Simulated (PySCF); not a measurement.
## Electronic structure of C$_{2}$H$_{4}$F$_{3}$OSi (SMILES [O][SiH2]CC(F)(F)F) (doublet) in real space

```csv
atom,x (Å),y (Å),z (Å)
O,2.3688,-0.2030,-1.2299
Si,1.5995,0.1178,0.0550
C,-0.2619,-0.2105,-0.6795
C,-1.2604,0.0349,0.3939
F,-2.5133,-0.1727,-0.0618
F,-1.1127,-0.7724,1.4516
F,-1.2393,1.2891,0.8615
H,1.6099,-0.8246,1.1784
H,1.4695,1.5033,0.5158
H,-0.2740,-1.2394,-1.0091
H,-0.3805,0.4801,-1.5020
```

Geometry: GFN2-xTB.

The calculation used UKS B3LYP, pcH-1 on C F H O Si, non-relativistic, mean-field spin-orbit, GIAO in PySCF 2.14.0, density-fitted response routines.

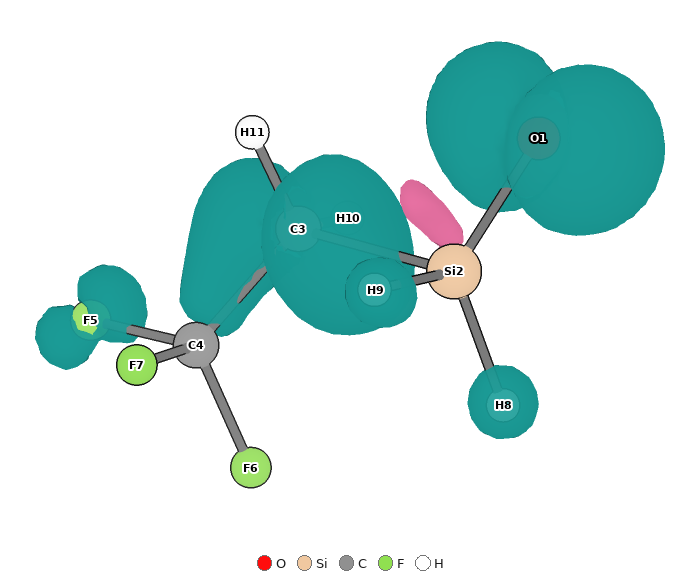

Figure 1. Isosurfaces of the spin density (α minus β) at +0.02 (teal) and −0.02 e/Å³ (pink), seen at a tilt.

**Which atoms carry the spin?**

The unpaired spin (1 electron) lies mostly on O1 (about 0.6) and C3 (about 0.2), in electrons by Hirshfeld's partition.

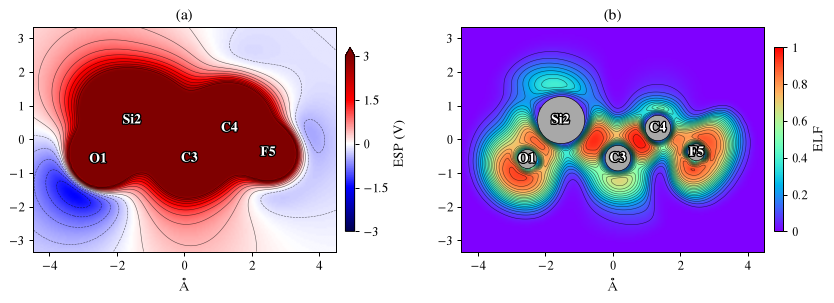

Figure 2. (a) electrostatic potential; (b) ELF on the plane of atoms O1, Si2 and C3. Grey discs cover the atomic cores in the ELF map.

**What do the fields say about this system?**

- Atoms in the plane: O, Si, C and F.
- C–F (1.35 Å): the ELF peaks at about 0.85 between the atoms (a polar covalent bond).
- C–C (1.49 Å): the ELF peaks at about 0.95 between the atoms, as expected for a shared electron pair.
- Si–O (1.53 Å): the ELF peaks at about 0.85 between the atoms: a polar covalent bond.
- C–Si (2.03 Å): the ELF peaks at about 0.95 between the atoms; a shared electron pair.
- The ELF also peaks beside O1 and F5, away from the bonds: non-bonding electrons, paired or unpaired.
- Outside the dense part of the molecule the potential is most negative (−1.5 V) near O1.

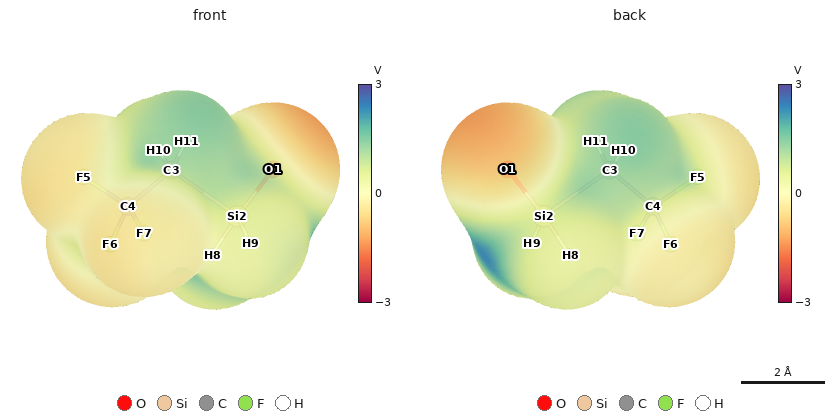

Figure 3. The electrostatic potential painted on the density surface at 0.002 e/bohr³, seen from the front and from behind; red is negative and blue positive.

**Where is the surface potential most negative and most positive?**

The most negative region (about −1.3 V, or −30 kcal/mol for a unit charge) lies over O1, the most positive (about +2.3 V, or +53 kcal/mol for a unit charge) over Si2. O1 is the likeliest acceptor of a hydrogen bond.
